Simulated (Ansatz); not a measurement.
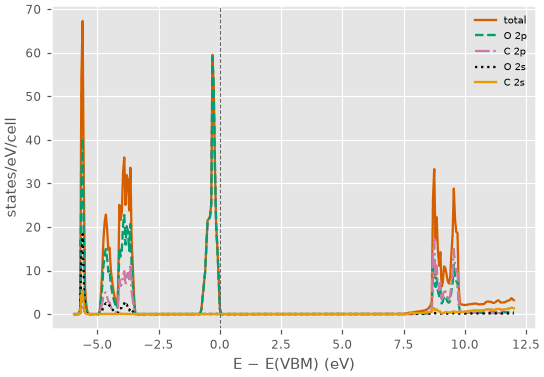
Fig. 1. Total and projected density of states of CO₂ in space group Pa-3 (No. 205; C on 4a, O on 8c), the program Ansatz at the r²SCAN level (PAW)

**Question.** Which orbitals carry the states next to the gap?

**Answer.** Top 1 eV of the valence band: O 2p 99 %. Bottom 1 eV of the conduction band: C 2s 39 %, O 2p 12 %, O 2s 8 %, C 2p 6 %, outside the projected shells 35 %. Projections are on Löwdin-orthogonalised atomic valence shells; empty p or d shells of many metals are not among them.

**Question.** Where is the tallest occupied peak in this window, and what makes it?

**Answer.** Near -5.6 eV, about 67 states/eV per cell; the largest projected share is O 2p.

Symmetry was held in the r²SCAN relaxation. The substance is a gas or liquid at ambient conditions; this is its low-temperature solid. A crystal of weakly bound molecules computed without a dispersion correction: the cell and the soft elastic constants depend strongly on that.

Potentials: the earlier of the program's two PAW sets.
